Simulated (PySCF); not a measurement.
```xyz
26

C    -1.1795   -0.7996   -1.1665
N    -0.8958   -0.1453    0.1203
C    -1.5813   -0.8620    1.2000
B    -1.3910    1.4354    0.0582
C    -0.1526    2.1016   -0.7608
C     1.0319    1.1317   -0.5690
C     0.5703    0.0211    0.3773
C     1.3921   -1.2584    0.3128
N     2.7154   -0.9994    0.8416
H    -0.6919   -0.2471   -1.9780
H    -0.8327   -1.8440   -1.1712
H    -2.2624   -0.7707   -1.3365
H    -1.3379   -0.3839    2.1561
H    -2.6645   -0.7866    1.0381
H    -1.2913   -1.9243    1.2263
H    -2.5019    1.4393   -0.4628
H    -1.4297    1.7799    1.2375
H    -0.3590    2.2381   -1.8350
H     0.0869    3.1011   -0.3686
H     1.9254    1.6149   -0.1442
H     1.3557    0.6849   -1.5268
H     0.6272    0.3982    1.4097
H     1.3862   -1.6470   -0.7283
H     0.9218   -2.0340    0.9407
H     3.2235   -0.3648    0.2289
H     3.2592   -1.8575    0.8809
```

Geometry: PBE0-D3(BJ)/def2-SVP.

The calculation used PySCF, CAM-B3LYP/def2-SVPD, SCF density, gas phase.

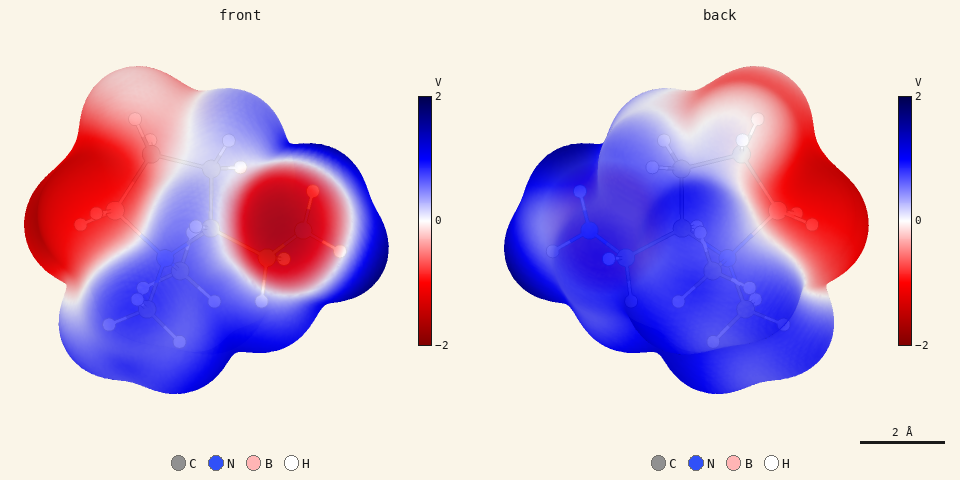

C6H17BN2. The electrostatic potential painted on the density surface at 0.002 e/bohr³, seen from the front and from behind; red is negative and blue positive.

> Describe the electrostatic potential map.

The most negative region (about −1.6 V) lies over N9, the most positive (about +1.6 V) over H26. N9 is the likeliest acceptor of a hydrogen bond.

> How polar is the molecule by this calculation?

Its dipole moment is 5.05 D.
